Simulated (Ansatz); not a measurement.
A series of calculations on SiH₆OClF

### Relaxation

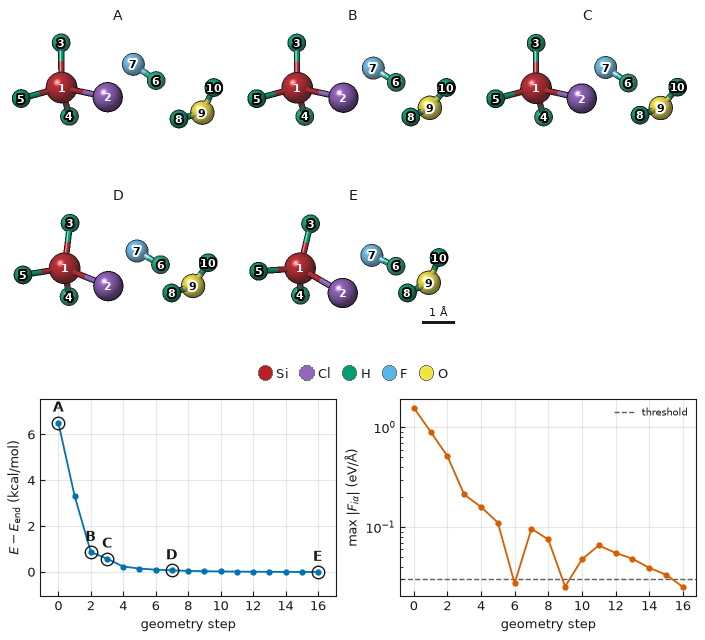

Frames of a relaxation of SiH$_{6}$OClF, marked on the history of the run. A ball-and-stick model, seen from a free direction.

The run prepares an end point of a later path (reaction) calculation, from a guessed geometry.

Computed with RKS BLYP/def2-SVP (Ansatz 0.2.0). Set-up: no spin polarisation; force threshold 0.03 eV/Å; at most 50 steps.

What happens along the run?

The largest move after the best rigid fit is that of Cl2, 0.51 Å. Largest moves by element: Cl 0.51 Å, H 0.49 Å, O 0.43 Å, F 0.38 Å, Si 0.12 Å. Among the contacts that change: H6–F7 0.921 → 0.973 Å, H8–O9 0.977 → 0.987 Å, Si1–Cl2 2.127 → 2.136 Å. The energy falls by 6.52 kcal/mol in 16 geometry steps. Largest force component: 1.6 eV/Å at the start, 0.025 eV/Å at the end. The forces were under the threshold at step 6, but the run went on from there. From step 0 to 2: O9 moves most (0.33 Å), energy −5.65 kcal/mol. From step 2 to 3: H8 moves most (0.19 Å), energy −0.29 kcal/mol. From step 3 to 7: Cl2 moves most (0.26 Å), energy −0.51 kcal/mol. From step 7 to 16: H10 moves most (0.23 Å), energy −0.07 kcal/mol.

### Relaxation

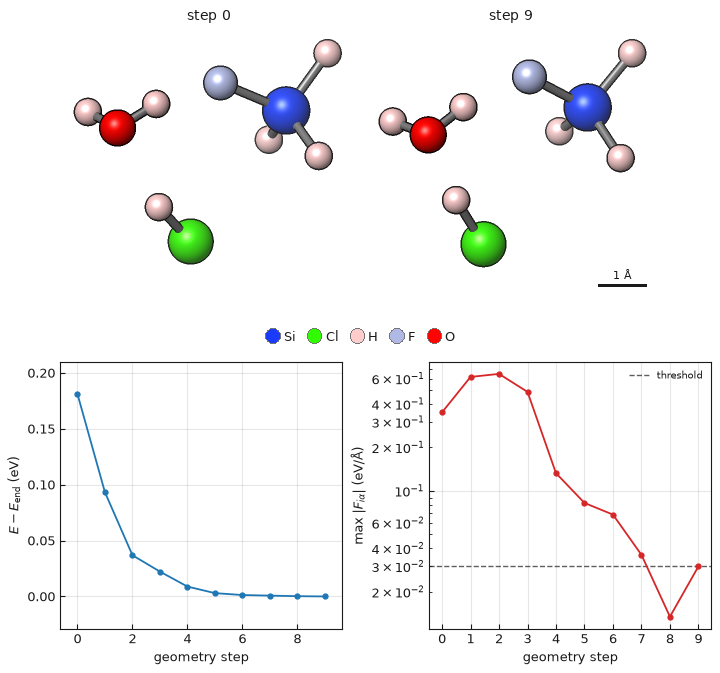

First and last geometry of a relaxation of SiH₆OClF, with the history of the run. A ball-and-stick model, seen at a tilt.

The run prepares an end point of a later path (reaction) calculation, from a guessed geometry.

Computed with RKS BLYP/def2-SVP (Ansatz 0.2.0).

Input file:
```yaml
crystal:
  periodic: [false, false, false]
  atoms:
    - { symbol: Si, position_ang: [-1.715123, 0.092574, 0.637955] }
    - { symbol: Cl, position_ang: [0.740713, 2.157108, -0.588351] }
    - { symbol: H, position_ang: [-2.800921, -0.803224, 1.154137] }
    - { symbol: H, position_ang: [-1.120429, 0.868787, 1.764451] }
    - { symbol: H, position_ang: [-2.25263, 0.962656, -0.446314] }
    - { symbol: H, position_ang: [1.60177, -1.237929, -0.017243] }
    - { symbol: F, position_ang: [-0.552933, -0.929079, 0.010731] }
    - { symbol: H, position_ang: [1.534706, 1.101633, -0.578218] }
    - { symbol: O, position_ang: [2.404285, -0.982465, -0.511036] }
    - { symbol: H, position_ang: [2.160664, -1.230061, -1.426213] }
basis:
  gaussian: { orbitals: def2-SVP }
hamiltonian:
  xc: blyp
relax:
  f_tol: 0.03
  max_steps: 50
```

Command:
```bash
ansatz run input.yaml --threads 2 --pin off --max-ram 3072MiB --backend cpu --events-out ev --progress --plain --runs-dir out
```

Q: What do the curves and the structures tell?

A: It converged. The largest move after the best rigid fit is that of H6, 0.37 Å. By element the largest moves are H 0.37 Å, O 0.35 Å, Cl 0.34 Å, F 0.31 Å, Si 0.08 Å. Some distances before and after: Cl2–H8 1.321 → 1.351 Å, H6–O9 0.976 → 0.986 Å. Over 9 geometry steps the energy falls by 0.181 eV. Largest force component: 0.35 eV/Å at the start, 0.03 eV/Å at the end. The run took 12 s on 2 threads of Intel(R) Xeon(R) Platinum 8488C (Sapphire Rapids) (shared host), peak memory 0.16 GiB.

| step | E − E(0), eV | largest force component, eV/Å |
| --- | --- | --- |
| 0 | 0.0000 | 0.3506 |
| 1 | -0.0879 | 0.6168 |
| 2 | -0.1442 | 0.6474 |
| 3 | -0.1588 | 0.4858 |
| 4 | -0.1722 | 0.1327 |
| 5 | -0.1780 | 0.0825 |
| 6 | -0.1797 | 0.0685 |
| 7 | -0.1803 | 0.0361 |
| 8 | -0.1808 | 0.0134 |
| 9 | -0.1810 | 0.0300 |

### Path

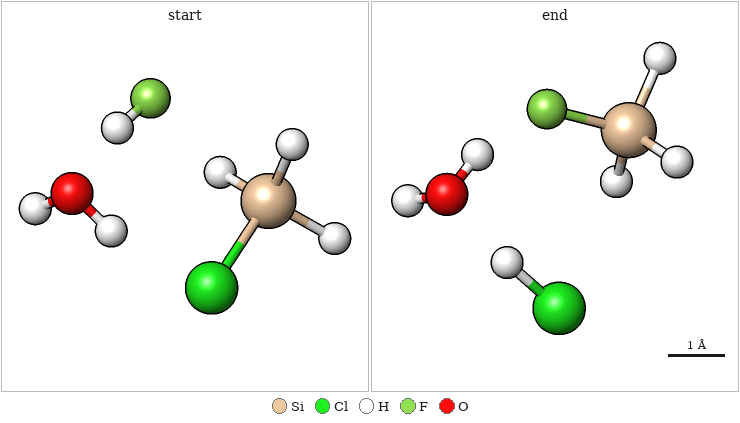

The two relaxed end points of a path for SiH6OClF. The picture is a ball-and-stick view, seen at a tilt.

Computed with Ansatz 0.2.0, RKS BLYP/def2-SVP.

Set-up: 9 movable images; climbing image; force threshold 0.05 eV/Å; iteration limit 60.

Start:
```xyz
10

Si   -1.5672    0.7562    0.4499
Cl   -0.0585    1.7034   -0.7279
H    -2.0144   -0.4814   -0.2444
H    -1.0440    0.5453    1.8261
H    -2.6840    1.7547    0.4727
H     1.0897   -1.3076    0.3060
F     0.2699   -1.5560    0.7673
H     1.7619    0.2420   -0.6907
O     2.2056   -0.6378   -0.6359
H     2.0412   -1.0189   -1.5231
```

End:
```xyz
10

Si   -1.6815    0.0627    0.6852
Cl    1.1741    2.0689   -0.4623
H    -2.8527   -0.7194    1.1918
H    -1.0956    0.8906    1.7772
H    -2.0734    0.8611   -0.5116
H     1.2465   -1.1101   -0.2252
F    -0.5552   -1.0758    0.2172
H     1.7220    0.8347   -0.5133
O     2.1077   -0.8108   -0.6016
H     2.0081   -1.0018   -1.5575
```

> Predict the minimum-energy path and its barrier.

The highest point, image 5, lies 63.6 kJ/mol above the start and 97.0 kJ/mol above the end; the end is at −33.4 kJ/mol relative to the start. Breaking: H6–F7 (0.97 → 1.27 at the top → 1.86 Å), H8–O9 (0.99 → 1.07 at the top → 1.69 Å), Si1–Cl2 (2.14 → 2.45 at the top → 3.67 Å). Forming: Cl2–H8 (2.33 → 1.84 at the top → 1.35 Å), H6–O9 (1.61 → 1.13 at the top → 0.99 Å), Si1–F7 (2.97 → 1.87 at the top → 1.67 Å). The band converged in 15 iterations. The largest component of the band force went from 5.3 to 0.048 eV/Å. The climbing image converged on the top of the path. Its vibrational analysis gives one imaginary mode (330i cm⁻¹), as a transition state must have.

Energies of the converged images:

```csv
image,path (Å),E (kJ/mol)
0,0.00,0.0
1,0.41,0.1
2,0.83,3.4
3,1.24,18.7
4,1.66,45.2
5,2.07,63.6
6,2.58,35.5
7,3.08,-10.7
8,3.59,-29.3
9,4.09,-32.7
10,4.60,-33.4
```

The geometry at the top of the path:

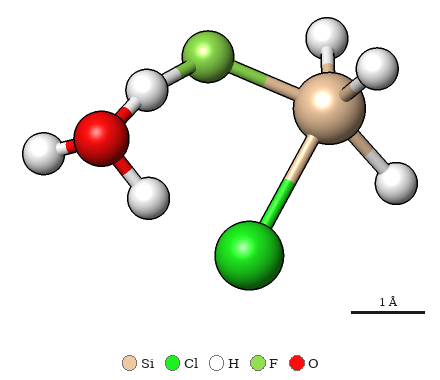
